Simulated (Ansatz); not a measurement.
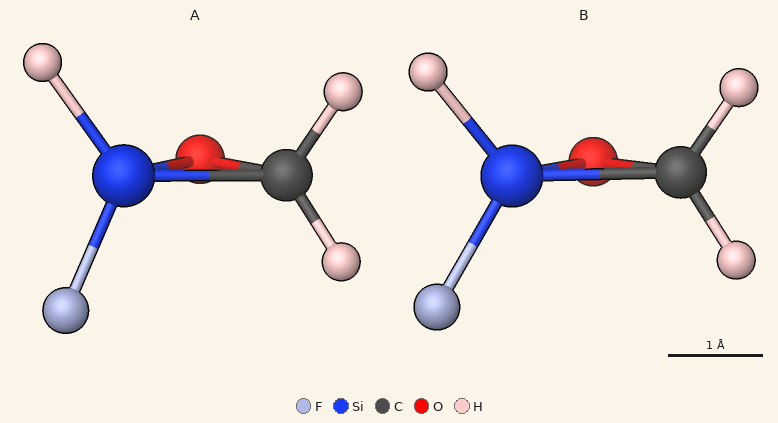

Two geometries of CH3FOSi (coarse preliminary run), drawn at one scale. One is the start of a relaxation, the other its converged end. Style: ball-and-stick. Shown at a tilt.

Theory: RKS PBE-D4/def2-SVP in Ansatz. Set-up: force threshold 0.03 eV/Å; at most 200 steps.

Which one is relaxed?

Answer. Structure B is the relaxed one. The start comes from a force field. The energy falls by 10.7 kcal/mol in 5 accepted moves (6 points after the start). Largest force component: 2.6 eV/Å at the start, 0.018 eV/Å at the end. The line search rejected the trial step at point 5 of the run. The atom that moves furthest after the best rigid fit is the F atom (0.21 Å). Largest moves by element: F 0.21 Å, H 0.16 Å, Si 0.13 Å, O 0.11 Å, C 0.10 Å. Some distances before and after: C–O 1.368 → 1.506 Å, F–Si 1.565 → 1.630 Å, C–Si 1.800 → 1.819 Å, C–H 1.096 → 1.108 Å. Bond angles that change, for instance: F–Si–H 120.7° → 107.6°, O–Si–H 107.1° → 118.8°, F–Si–O 108.2° → 117.5°.
